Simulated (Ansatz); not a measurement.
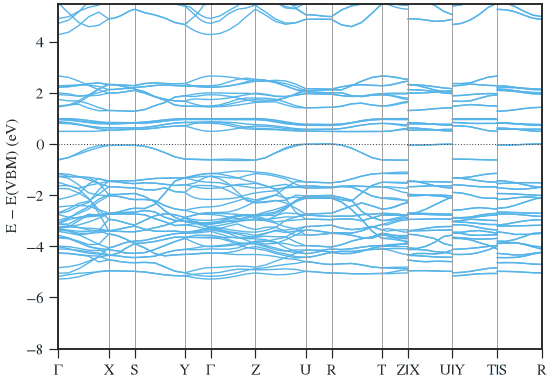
*Band structure from r²SCAN+D4 in the plane-wave PAW code Ansatz*

Question: Read off the gap and where the band edges lie.

Answer: About 0.5 eV (0.48 eV by a search for the band edges); maximum at R, minimum on the R–T line, 33 % of the way from R.

The material is TiI3 in space group Pmmn (No. 59; Pearson symbol oP16).

The first step of the workflow began from a Materials Project structure, measured or hypothetical; the Crystallography Open Database files this formula in space group No. 59, but the cells were not matched. Its standing as an ambient phase is unchecked. The cell was relaxed with r²SCAN+D4 under the symmetry of its start; its stability against distortions is not shown here. No spin polarisation was allowed. Scalar-relativistic: spin–orbit coupling is off unless named, which matters more the heavier the elements.

Potentials: the later of the program's two PAW sets.
